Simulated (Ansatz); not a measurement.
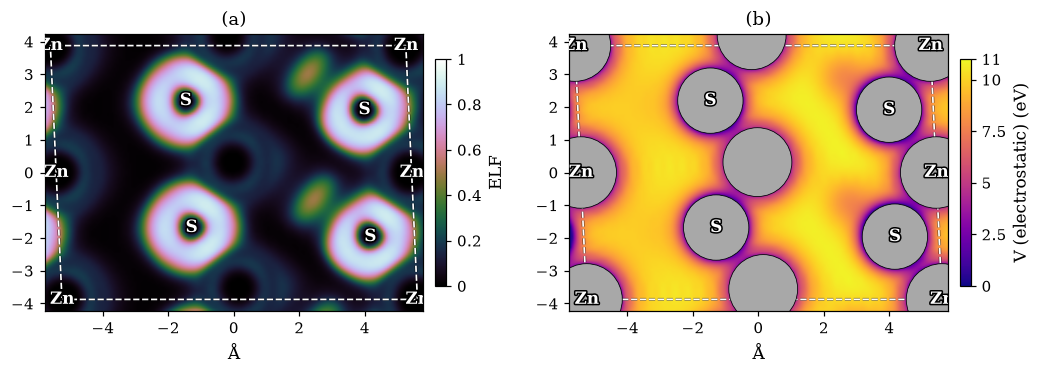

Zn3S5. (a) electron localisation function; (b) electrostatic potential (local pseudopotential plus Hartree) felt by an electron on the (11̄0) plane of the conventional cell. Grey discs cover the atomic cores in the potential map.

Space group C2; a generated structure, not necessarily the stable one.

Computed with DFT PBE, scalar-relativistic, plane waves, PAW (Ansatz 0.2.0).

Q: Interpret the plot.

A: The plane passes through Zn and S nuclei. Atoms just off the plane (Zn, 0.3 Å away) can leave unmarked features too. Zn–S (2.33 Å): the ELF peaks at about 0.90 in the valence shell of S, 0.8 Å from its nucleus, and is about 0.55 at the midpoint. Zn–S (2.40 Å): the ELF peaks at about 0.90 in the valence shell of S, 0.8 Å from its nucleus, and is about 0.50 at the midpoint. The ELF also peaks beside S, away from the bonds: lone-pair regions. Outside the cores the potential energy rises away from the atoms and is highest about 1.9 Å from the nearest atoms; its zero is arbitrary.
